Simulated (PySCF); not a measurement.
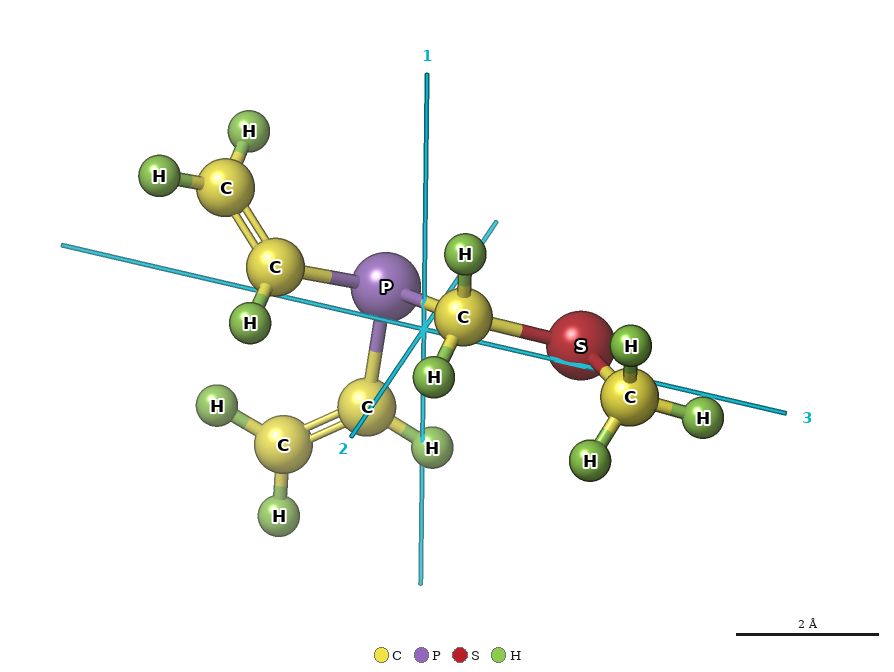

The three principal axes of inertia are drawn and numbered. Depth is shown by fading: the farther an atom, the more it takes the colour of the background. The computed structure is the end point of a PBE0-D3(BJ)/def2-SVP optimisation. No frequency run is at hand to confirm it as a minimum. Masses are those of the most abundant isotopes; constants are for the rigid equilibrium geometry.

Which line is the a axis (least moment of inertia), which b and which c?

a is line 3, b is line 1, c is line 2; the moments are 218, 661, 792 u Å².

Classify the rotor and give the rotational constants (GHz).

An asymmetric top (C1): A = 2.32, B = 0.764, C = 0.638 GHz. Ray's parameter κ is −0.85, nearer the prolate limit.
